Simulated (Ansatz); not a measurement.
```
atom    x (Å)    y (Å)    z (Å)
   C   0.2945  -1.6865   0.2094
   O   0.6870  -0.3442   0.1318
  Mo  -0.1191   1.2742  -0.1223
   F  -1.0781   0.4045  -1.4625
   F  -1.6328   2.3247  -0.0549
   F   0.0208   1.6371   1.6848
   S   1.3181   2.4402  -1.0612
   H   1.1704  -2.3134   0.0328
   H  -0.4635  -1.8850  -0.5552
   H  -0.1142  -1.9026   1.2004
```

Geometry: PBE0-D4/def2-TZVP; core potentials replace the inner electrons of Mo.

Computed with RKS PBE0-D4/def2-TZVPP in Ansatz.

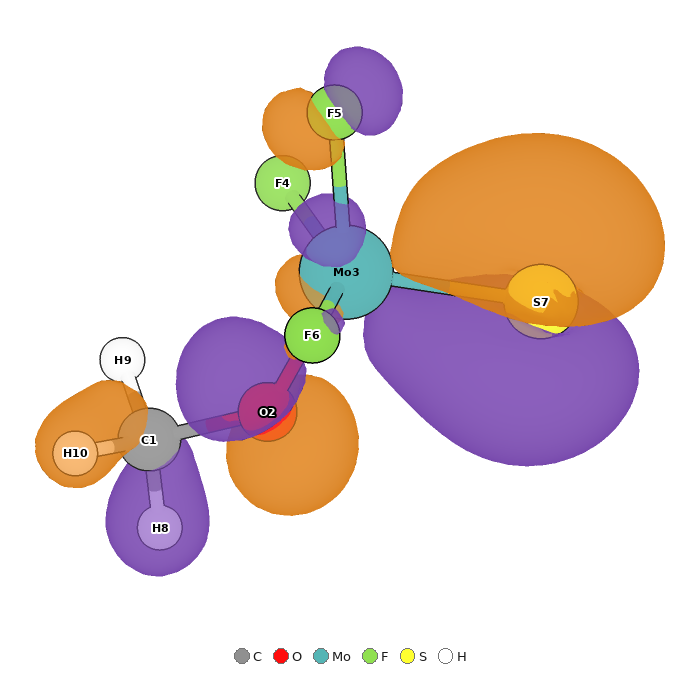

CH3F3MoOS. The HOMO at ±0.1 Å⁻³ᐟ² (orange and purple are the two phases), seen at an oblique angle.

Where does this orbital lie, and at what energy?

Answer. It lies mainly on S7 (about 60 %), O2 (about 15 %) and Mo3 (about 10 %). Its energy is −8.56 eV.
